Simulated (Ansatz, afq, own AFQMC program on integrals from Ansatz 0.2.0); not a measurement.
# SiH4O (singlet): quantum Monte Carlo beside coupled cluster at distance Si1–O2 = 2.590 Å, 6-31G

How near does AFQMC come to the top of the ladder for SiH4O (singlet)?

Program: Ansatz 0.2.0, Gaussian basis, and an in-house AFQMC program (afq) on its integrals; all values are calculated. Level of theory: 6-31G, frozen cores. These are calculated values, not measurements.

The runs, in order: PBE (unrestricted); r2SCAN (unrestricted); PBE0 (unrestricted); B3LYP (unrestricted); wB97M-V (unrestricted); B2PLYP (unrestricted); CCSD(T) on RHF; CCSDT(Q) on RHF; Phaseless AFQMC, CISD trial on RHF; Phaseless AFQMC, single-determinant trial on RHF; UHF; CCSD(T) on UHF; CCSDT(Q) on UHF; Phaseless AFQMC, CISD trial on UHF; Phaseless AFQMC, single-determinant trial on UHF.

2 further runs of the same task are left out: 2 that didn't finish.

### Step 1. The system

The geometry derives from a PBE0/def2-TZVP stationary point (not a proven minimum). One bond is set to the value named and the two fragments are kept rigid.

6 atoms, charge 0, spin multiplicity 1.

Atoms are counted from 1 here; the program's logs count them from 0.

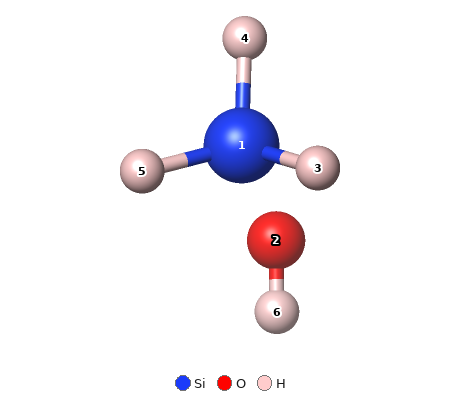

The structure; silicon blue, oxygen red, hydrogen pink; atoms are numbered from 1 in the order of the file.

### Step 2. PBE (unrestricted)

The input, in.yaml:

```yaml
crystal:
  periodic: [false, false, false]
  atoms:
    - {symbol: Si, position_ang: [0.000000, -0.049353, 0.892089]}
    - {symbol: O, position_ang: [0.000000, 0.141500, -1.690870]}
    - {symbol: H, position_ang: [1.203564, -0.770791, 1.389845]}
    - {symbol: H, position_ang: [0.000000, 1.340578, 1.402040]}
    - {symbol: H, position_ang: [-1.203564, -0.770791, 1.389845]}
    - {symbol: H, position_ang: [0.000000, -0.669873, -2.199321]}
basis:
  gaussian: {orbitals: 6-31G}
magnetization: {spin_polarized: true, initial_magnetization: 0}
hamiltonian: {xc: {name: PBE}}
output: {orbitals: {seedname: orbitals}}
```

Started as:

```bash
> ansatz run in.yaml --threads 1 --pin off --events-out ev --progress --plain --max-ram 1382MiB
```

Standard output:

```text
Functional definition: PBE
  name "PBE"
  cite "Perdew, Burke & Ernzerhof, Phys. Rev. Lett. 77, 3865 (1996) doi:10.1103/PhysRevLett.77.3865"
  parent pbe
  parameter kappa = 0.804
  parameter beta = 0.06672455060314922
  exchange = pbe_x(kappa = kappa, mu = beta*pi^2/3)
  correlation = pbe_c(beta = beta)
343 factors; integrals over basis functions are off by at most 3.1e-4 eV
mean field evaluation 1: about -9970.0219 eV, gradient 4.5e1 eV
mean field evaluation 2: about -9768.1210 eV, gradient 1.4e2 eV
mean field evaluation 4: about -9971.7236 eV, gradient 3.2e1 eV
mean field evaluation 8: about -9978.8756 eV, gradient 5.1e-1 eV
mean field evaluation 16: about -9978.8662 eV, gradient 1.2e-4 eV
mean field evaluation 32: about -9977.6929 eV, gradient 1.3e1 eV
mean field -9978.86622301 eV, -366.7165697771 hartree, gradient 3.1e-5 eV, S^2 0.000000; 5 other end points of the search recorded, 0 dependent functions left out
reference -9978.86625385 eV, -366.7165709105 hartree; 13, 13 occupied and 17, 17 virtual orbitals, 343 factors
Total energy: -9978.86625385 eV, -366.7165709105 hartree
```

It took 2 s on 1 thread of Intel Xeon Platinum 8259CL at 2.50GHz (Skylake/Cascade Lake), shared host.

From the report: ⟨S²⟩ of the determinant 0.000 (pure singlet: 0.00).

### Step 3. r2SCAN (unrestricted)

Changes to in.yaml since step 2:

```diff
@@ -12,3 +12,2 @@
 magnetization: {spin_polarized: true, initial_magnetization: 0}
-hamiltonian: {xc: {name: PBE}}
-output: {orbitals: {seedname: orbitals}}
+hamiltonian: {xc: {name: r2SCAN}}
```

Same command.

Standard output, shortened:

```text
Functional definition: r2SCAN
  name "r2SCAN"
  cite "Furness, Kaplan, Ning, Perdew & Sun, J. Phys. Chem. Lett. 11, 8208 (2020) doi:10.1021/acs.jpclett.0c02405"
  cite "Furness, Kaplan, Ning, Perdew & Sun, J. Phys. Chem. Lett. 11, 9248 (2020) doi:10.1021/acs.jpclett.0c03077"
  parent r2scan
[...]
343 factors; integrals over basis functions are off by at most 3.1e-4 eV
[...]
mean field -9983.27276927 eV, -366.8785073655 hartree, gradient 8.5e-6 eV, S^2 0.028343; 4 other end points of the search recorded, 0 dependent functions left out
reference -9983.27277944 eV, -366.8785077390 hartree; 13, 13 occupied and 17, 17 virtual orbitals, 343 factors
Total energy: -9983.27277944 eV, -366.8785077390 hartree
```

Wall time 6 s (1 thread of Intel Xeon Platinum 8259CL at 2.50GHz (Skylake/Cascade Lake), shared host).

From the report: ⟨S²⟩ of the determinant 0.028 (pure singlet: 0.00).

### Step 4. PBE0 (unrestricted)

Changes to in.yaml since step 3:

```diff
@@ -12,2 +12,3 @@
 magnetization: {spin_polarized: true, initial_magnetization: 0}
-hamiltonian: {xc: {name: r2SCAN}}
+hamiltonian: {xc: {name: PBE0}}
+output: {orbitals: {seedname: orbitals}}
```

Launched as before.

Standard output, shortened:

```text
Functional definition: PBE0
  name "PBE0"
  cite "Adamo & Barone, J. Chem. Phys. 110, 6158 (1999) doi:10.1063/1.478522"
  cite "Perdew, Burke & Ernzerhof, Phys. Rev. Lett. 77, 3865 (1996) doi:10.1103/PhysRevLett.77.3865"
  parent pbe
[...]
343 factors; integrals over basis functions are off by at most 3.1e-4 eV
[...]
mean field -9979.30010192 eV, -366.7325145329 hartree, gradient 1.4e-5 eV, S^2 0.097656; 4 other end points of the search recorded, 0 dependent functions left out
reference -9979.30012532 eV, -366.7325153931 hartree; 13, 13 occupied and 17, 17 virtual orbitals, 343 factors
Total energy: -9979.30012532 eV, -366.7325153931 hartree
```

Run time: 2.4 s. Hardware: 1 thread of Intel Xeon Platinum 8259CL at 2.50GHz (Skylake/Cascade Lake), shared host.

From the report: ⟨S²⟩ of the determinant 0.098 (pure singlet: 0.00).

### Step 5. B3LYP (unrestricted)

Changes to in.yaml since step 4:

```diff
@@ -12,3 +12,2 @@
 magnetization: {spin_polarized: true, initial_magnetization: 0}
-hamiltonian: {xc: {name: PBE0}}
-output: {orbitals: {seedname: orbitals}}
+hamiltonian: {xc: {name: B3LYP}}
```

Same command.

Standard output, shortened:

```text
Functional definition: B3LYP
  name "B3LYP"
  cite "Stephens, Devlin, Chabalowski & Frisch, J. Phys. Chem. 98, 11623 (1994) doi:10.1021/j100096a001"
  cite "Becke, Phys. Rev. A 38, 3098 (1988) doi:10.1103/PhysRevA.38.3098"
  cite "Lee, Yang & Parr, Phys. Rev. B 37, 785 (1988) doi:10.1103/PhysRevB.37.785"
  cite "Vosko, Wilk & Nusair, Can. J. Phys. 58, 1200 (1980) doi:10.1139/p80-159"
[...]
343 factors; integrals over basis functions are off by at most 3.1e-4 eV
[...]
mean field -9985.79070660 eV, -366.9710398557 hartree, gradient 2.5e-6 eV, S^2 0.000000; 2 other end points of the search recorded, 0 dependent functions left out
reference -9985.79091044 eV, -366.9710473465 hartree; 13, 13 occupied and 17, 17 virtual orbitals, 343 factors
Total energy: -9985.79091044 eV, -366.9710473465 hartree
```

It took 2.2 s on 1 thread of Intel Xeon Platinum 8259CL at 2.50GHz (Skylake/Cascade Lake), shared host.

From the report: ⟨S²⟩ of the determinant 0.000 (pure singlet: 0.00).

### Step 6. wB97M-V (unrestricted)

Changes to in.yaml since step 5:

```diff
@@ -12,2 +12,3 @@
 magnetization: {spin_polarized: true, initial_magnetization: 0}
-hamiltonian: {xc: {name: B3LYP}}
+hamiltonian: {xc: {name: wB97M-V}}
+output: {orbitals: {seedname: orbitals}}
```

Launched as before.

Standard output, shortened:

```text
Functional definition: wB97M-V
  name "wB97M-V"
  cite "Mardirossian & Head-Gordon, J. Chem. Phys. 144, 214110 (2016) doi:10.1063/1.4952647"
  cite "Becke, J. Chem. Phys. 107, 8554 (1997) doi:10.1063/1.475007"
  cite "Vydrov & Van Voorhis, J. Chem. Phys. 133, 244103 (2010) doi:10.1063/1.3521275"
  # Of w^i u^j: cxij and so on, Table III.
[...]
  gx(w, u) = 1 - cx + cx01*u + cx10*w
  gss(w, u) = css00 + css04*u^4 + css10*w + css20*w^2 + css43*w^4*u^3
  gos(w, u) = cos00 + cos10*w + (cos20 + cos21*u)*w^2 + (cos60 + cos61*u)*w^6
[...]
      + integral(e_c_pw_mod_opposite_spin*gos(b97_w_opposite, b97_u_opposite)) + vv10(b, c)
343 factors; integrals over basis functions are off by at most 3.1e-4 eV
155 factors; integrals over basis functions are off by at most 4.3e-6 eV
[...]
mean field -9983.32020839 eV, -366.8802507207 hartree, gradient 3.6e-6 eV, S^2 0.000000; 2 other end points of the search recorded, 0 dependent functions left out
reference -9983.32024485 eV, -366.8802520608 hartree; 13, 13 occupied and 17, 17 virtual orbitals, 343 factors
Total energy: -9983.32024485 eV, -366.8802520608 hartree
```

Wall time 7.5 s (1 thread of Intel Xeon Platinum 8259CL at 2.50GHz (Skylake/Cascade Lake), shared host).

From the report: ⟨S²⟩ of the determinant 0.000 (pure singlet: 0.00).

### Step 7. B2PLYP (unrestricted)

Changes to in.yaml since step 6:

```diff
@@ -12,3 +12,3 @@
 magnetization: {spin_polarized: true, initial_magnetization: 0}
-hamiltonian: {xc: {name: wB97M-V}}
-output: {orbitals: {seedname: orbitals}}
+hamiltonian: {xc: {name: B2PLYP}}
+correlation: {electrons: outside_noble_gas}
```

Same command.

Standard output, shortened:

```text
Functional definition: B2PLYP
  name "B2PLYP"
  cite "Grimme, J. Chem. Phys. 124, 034108 (2006) doi:10.1063/1.2148954"
  cite "Becke, Phys. Rev. A 38, 3098 (1988) doi:10.1103/PhysRevA.38.3098"
  cite "Lee, Yang & Parr, Phys. Rev. B 37, 785 (1988) doi:10.1103/PhysRevB.37.785"
[...]
343 factors; integrals over basis functions are off by at most 3.1e-4 eV
[...]
mean field -9976.68722302 eV, -366.6364930044 hartree, gradient 6.8e-6 eV, S^2 0.407055; 6 other end points of the search recorded, 0 dependent functions left out
6 core orbitals not correlated: weight in the atoms' cores, before any rotation towards them, 1.000 or more for the frozen orbitals, at most 0.000 for the correlated occupied ones
reference -9976.68735468 eV, -366.6364978428 hartree; 7, 7 occupied and 17, 17 virtual orbitals, 343 factors
second order -6.10153946 eV of doubles, -0.00000000 eV of singles
Total energy: -9978.33477033 eV, -366.6970392514 hartree
```

It took 4.3 s on 1 thread of Intel Xeon Platinum 8259CL at 2.50GHz (Skylake/Cascade Lake), shared host.

From the report: ⟨S²⟩ of the determinant 0.407 (pure singlet: 0.00).

### Step 8. CCSD(T) on RHF

Changes to in.yaml since step 7:

```diff
@@ -11,4 +11,3 @@
   gaussian: {orbitals: 6-31G}
-magnetization: {spin_polarized: true, initial_magnetization: 0}
-hamiltonian: {xc: {name: B2PLYP}}
-correlation: {electrons: outside_noble_gas}
+magnetization: {spin_polarized: false}
+correlation: {method: ccsd_t, electrons: outside_noble_gas, hamiltonian_folder: ham}
```

Same command.

Standard output, shortened:

```text
Functional definition: HF
  name "HF"
  cite "Fock, Z. Phys. 61, 126 (1930) doi:10.1007/BF01340294"
  parent pbe
[...]
343 factors; integrals over basis functions are off by at most 3.1e-4 eV
[...]
mean field -9956.98332311 eV, -365.9123880387 hartree, gradient 1.4e-6 eV, S^2 0.000000; 0 other end points of the search recorded, 0 dependent functions left out; unrestricted orbitals would lower it
6 core orbitals not correlated: weight in the atoms' cores, before any rotation towards them, 1.000 or more for the frozen orbitals, at most 0.000 for the correlated occupied ones
reference -9956.98332311 eV, -365.9123880387 hartree; 7, 7 occupied and 17, 17 virtual orbitals, 343 factors
second order -5.63274834 eV of doubles, -0.00000000 eV of singles
cycle   1  -5.72739145 eV  change   -9.5e-2 eV  update   1.2e-1
[...]
cycle  11  -6.25549005 eV  change    7.2e-6 eV  update   1.5e-5
perturbative correction -0.18217747 eV, -0.0066948986 hartree
Total energy: -9963.42099063 eV, -366.1489679565 hartree
```

It took 0.54 s on 1 thread of Intel Xeon Platinum 8259CL at 2.50GHz (Skylake/Cascade Lake), shared host.

From the report: correlation -6.4377 eV; T1 0.031; largest double amplitude 0.21.

This run also writes the integrals to the folder ham.

### Step 9. CCSDT(Q) on RHF

Changes to in.yaml since step 8:

```diff
@@ -12,2 +12,2 @@
 magnetization: {spin_polarized: false}
-correlation: {method: ccsd_t, electrons: outside_noble_gas, hamiltonian_folder: ham}
+correlation: {method: ccsdt_q, electrons: outside_noble_gas}
```

The command is unchanged.

Standard output, shortened:

```text
Functional definition: HF
  name "HF"
  cite "Fock, Z. Phys. 61, 126 (1930) doi:10.1007/BF01340294"
  parent pbe
[...]
617 factors; integrals over basis functions are off by at most 7.7e-8 eV
[...]
mean field -9956.98349719 eV, -365.9123944360 hartree, gradient 1.4e-6 eV, S^2 0.000000; 0 other end points of the search recorded, 0 dependent functions left out; unrestricted orbitals would lower it
6 core orbitals not correlated: weight in the atoms' cores, before any rotation towards them, 1.000 or more for the frozen orbitals, at most 0.000 for the correlated occupied ones
reference -9956.98349719 eV, -365.9123944360 hartree; 7, 7 occupied and 17, 17 virtual orbitals, 617 factors
second order -5.63284868 eV of doubles, -0.00000000 eV of singles
cycle   1  -5.72745051 eV  change   -9.5e-2 eV  update   1.3e-1
[...]
cycle  18  -6.45238438 eV  change    5.4e-7 eV  update   4.3e-7
perturbative correction -0.03393957 eV, -0.0012472563 hartree
Total energy: -9963.46982115 eV, -366.1507624448 hartree
```

Run time: 3 s. Hardware: 1 thread of Intel Xeon Platinum 8259CL at 2.50GHz (Skylake/Cascade Lake), shared host.

From the report: correlation -6.4863 eV; T1 0.031; largest double amplitude 0.24.

### Step 10. Phaseless AFQMC, CISD trial on RHF

It reads the integrals that the CCSD(T) run on this determinant wrote.

Started as:

```bash
> afq ham --method phaseless --trial cisd --walkers 70 --populations 1 --least-time 40 --time-step 0.005 --steps-per-block 50 --equilibration-blocks 40 --max-blocks 300 --target-error 0.0009 --factor-cut 1e-05 --seed 4493 --release-times 0.24,0.51,0.99,1.62,2.4 --release-step 0.03 --release-every 4 --taylor-order 6
```

Standard output:

```text
orbitals 24  electrons 7 7  factors 154 of 343
reference energy -365.91238804 Eh
CCSD correlation -0.22988516 Eh in 13 cycles, weight of the determinant in the CISD state 0.8507
energy of the start -366.142273 Eh
 block  time / (1/Eh)  mean weight  energy / Eh
     1     0.250  0.9988  -366.138066
     2     0.500  0.9990  -366.138750
     3     0.750  1.0003  -366.143581
     4     1.000  0.9998  -366.141342
     5     1.250  0.9994  -366.139724
     6     1.500  0.9982  -366.141620
     7     1.750  1.0000  -366.139720
     8     2.000  0.9988  -366.145903
     9     2.250  0.9992  -366.143305
    10     2.500  0.9985  -366.145211
    11     2.750  1.0024  -366.145979
    16     4.000  0.9989  -366.158338
    21     5.250  1.0014  -366.146257
    26     6.500  0.9990  -366.153185
    31     7.750  0.9984  -366.142686
    36     9.000  0.9992  -366.147448
    41    10.250  1.0013  -366.145198
    46    11.500  1.0000  -366.156934
    51    12.750  0.9997  -366.144232
    56    14.000  1.0014  -366.141002
    61    15.250  1.0015  -366.153066
    66    16.500  1.0027  -366.163068
    71    17.750  1.0007  -366.143846
    76    19.000  1.0012  -366.152226
    81    20.250  1.0016  -366.140408
    86    21.500  1.0010  -366.146338
    91    22.750  1.0008  -366.165012
    96    24.000  0.9997  -366.145050
   101    25.250  0.9992  -366.146512
   106    26.500  1.0000  -366.140754
   111    27.750  0.9990  -366.146666
   116    29.000  1.0015  -366.160683
   121    30.250  0.9991  -366.148175
   126    31.500  0.9998  -366.140099
   131    32.750  1.0000  -366.144737
   136    34.000  0.9995  -366.154263
   141    35.250  0.9986  -366.143652
   146    36.500  1.0010  -366.135952
   151    37.750  0.9982  -366.137178
   156    39.000  1.0001  -366.142097
   161    40.250  1.0004  -366.147785
   166    41.500  1.0005  -366.139358
   171    42.750  0.9993  -366.156759
   176    44.000  0.9980  -366.158627
   181    45.250  0.9991  -366.150519
   186    46.500  1.0040  -366.143436
   191    47.750  0.9993  -366.146892
   196    49.000  0.9989  -366.147049
   201    50.250  1.0016  -366.138985
   206    51.500  0.9997  -366.162642
   211    52.750  1.0001  -366.157581
   216    54.000  0.9997  -366.141830
blocks merged  error / Eh  count
     1  0.000550  180
     2  0.000658  90
     4  0.000804  45
     8  0.000816  22
    16  0.000936  11
released: time / (1/Eh)  energy / Eh  error  mean overlap
  0.24  -366.148985  0.000722  0.9910
  0.51  -366.148378  0.000769  0.9908
  0.99  -366.149969  0.000841  0.9811
  1.62  -366.150856  0.000646  0.9704
  2.40  -366.151129  0.001081  0.9531
energy -366.149351 +/- 0.000816 Eh
```

Wall time 92 s (1 thread of Intel Xeon Platinum 8259CL at 2.50GHz (Skylake/Cascade Lake), shared host).

Energy -9963.4314 ± 0.0222 eV. Caveats: constraint bias not in the error.

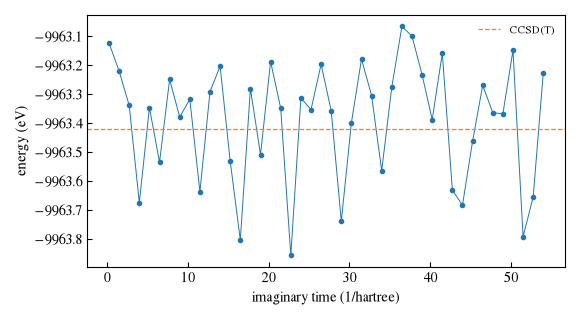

Block energies along the walk.

### Step 11. Phaseless AFQMC, single-determinant trial on RHF

It reads the integrals that the CCSD(T) run on this determinant wrote.

Started as:

```bash
> afq ham --method phaseless --trial hf --walkers 140 --populations 1 --least-time 40 --time-step 0.005 --steps-per-block 20 --equilibration-blocks 160 --max-blocks 600 --target-error 0.0027 --factor-cut 1e-05 --seed 5931 --taylor-order 6
```

Standard output:

```text
orbitals 24  electrons 7 7  factors 154 of 343
reference energy -365.91238804 Eh
CCSD correlation -0.22988516 Eh in 13 cycles, weight of the determinant in the CISD state 0.8507
energy of the start -365.912388 Eh
 block  time / (1/Eh)  mean weight  energy / Eh
     1     0.100  0.9991  -365.955574
     2     0.200  1.0015  -365.992334
     3     0.300  1.0011  -366.017435
     4     0.400  1.0010  -366.056166
     5     0.500  1.0017  -366.055455
     6     0.600  0.9995  -366.072167
     7     0.700  1.0007  -366.081143
     8     0.800  1.0020  -366.068547
     9     0.900  1.0002  -366.082864
    10     1.000  0.9986  -366.094734
    17     1.700  1.0005  -366.136192
    33     3.300  0.9995  -366.160102
    49     4.900  0.9984  -366.114761
    65     6.500  1.0030  -366.177684
    81     8.100  0.9998  -366.151357
    97     9.700  1.0002  -366.191367
   113    11.300  1.0003  -366.141019
   129    12.900  1.0017  -366.193053
   145    14.500  0.9998  -366.204355
   161    16.100  0.9985  -366.137653
   177    17.700  0.9997  -366.176839
   193    19.300  0.9968  -366.133427
   209    20.900  1.0019  -366.123012
   225    22.500  1.0007  -366.129410
   241    24.100  1.0013  -366.152614
   257    25.700  0.9997  -366.143947
   273    27.300  1.0000  -366.134293
   289    28.900  1.0007  -366.115613
   305    30.500  1.0005  -366.137441
   321    32.100  1.0002  -366.118408
   337    33.700  1.0011  -366.168147
   353    35.300  0.9993  -366.144774
   369    36.900  1.0006  -366.133218
   385    38.500  1.0022  -366.143562
   401    40.100  1.0002  -366.119087
   417    41.700  1.0010  -366.149172
   433    43.300  0.9996  -366.132047
   449    44.900  1.0005  -366.127158
   465    46.500  1.0008  -366.135747
   481    48.100  1.0004  -366.119392
   497    49.700  0.9994  -366.104111
   513    51.300  0.9992  -366.148836
   529    52.900  0.9992  -366.137443
   545    54.500  1.0030  -366.197838
   561    56.100  1.0015  -366.152285
   577    57.700  1.0003  -366.163616
   593    59.300  1.0008  -366.202638
   609    60.900  0.9998  -366.157350
   625    62.500  0.9979  -366.138638
   641    64.100  0.9974  -366.139269
blocks merged  error / Eh  count
     1  0.001238  490
     2  0.001595  245
     4  0.002032  122
     8  0.002399  61
    16  0.002685  30
    32  0.003308  15
energy -366.146401 +/- 0.002685 Eh
```

Run time: 1.8 min. Hardware: 1 thread of Intel Xeon Platinum 8259CL at 2.50GHz (Skylake/Cascade Lake), shared host.

Energy -9963.3512 ± 0.0731 eV. Caveats: constraint bias not in the error. The error still grows with block length (0.0653 to 0.0900 eV), so the bar may be too small.

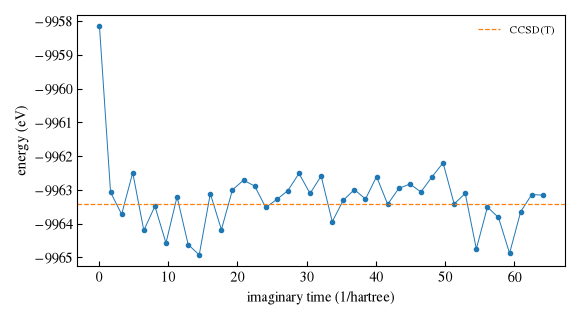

Block energies along the walk.

### Step 12. UHF

Changes to in.yaml since step 9:

```diff
@@ -11,3 +11,4 @@
   gaussian: {orbitals: 6-31G}
-magnetization: {spin_polarized: false}
-correlation: {method: ccsdt_q, electrons: outside_noble_gas}
+magnetization: {spin_polarized: true, initial_magnetization: 0}
+hamiltonian: {xc: hf}
+output: {orbitals: {seedname: orbitals}}
```

Started as:

```bash
> ansatz run in.yaml --threads 1 --pin off --events-out ev --progress --plain --max-ram 1382MiB
```

Standard output:

```text
Functional definition: HF
  name "HF"
  cite "Fock, Z. Phys. 61, 126 (1930) doi:10.1007/BF01340294"
  parent pbe
  exchange = exact_x
  correlation = 0
343 factors; integrals over basis functions are off by at most 3.1e-4 eV
mean field evaluation 1: about -9952.7092 eV, gradient 3.0e1 eV
mean field evaluation 2: about -9952.7095 eV, gradient 3.0e1 eV
mean field evaluation 4: about -9956.9361 eV, gradient 1.7e0 eV
mean field evaluation 8: about -9956.9833 eV, gradient 1.5e-3 eV
mean field evaluation 16: about -9957.7100 eV, gradient 1.6e-1 eV
mean field evaluation 32: about -9957.2400 eV, gradient 2.9e0 eV
mean field evaluation 64: about -9955.6152 eV, gradient 1.3e1 eV
mean field evaluation 96: about -9956.9294 eV, gradient 1.6e0 eV
mean field -9957.71032209 eV, -365.9391047584 hartree, gradient 1.8e-5 eV, S^2 0.734321; 6 other end points of the search recorded, 0 dependent functions left out
reference -9957.71032209 eV, -365.9391047584 hartree; 13, 13 occupied and 17, 17 virtual orbitals, 343 factors
Total energy: -9957.71032209 eV, -365.9391047584 hartree
```

Run time: 0.66 s. Hardware: 1 thread of Intel Xeon Platinum 8259CL at 2.50GHz (Skylake/Cascade Lake), shared host.

From the report: ⟨S²⟩ of the determinant 0.734 (pure singlet: 0.00). The determinant is far from a pure spin state, so its energy mixes those of several spin states (harmless only where they are near-degenerate, as at dissociation).

[end of part 1 of 2]
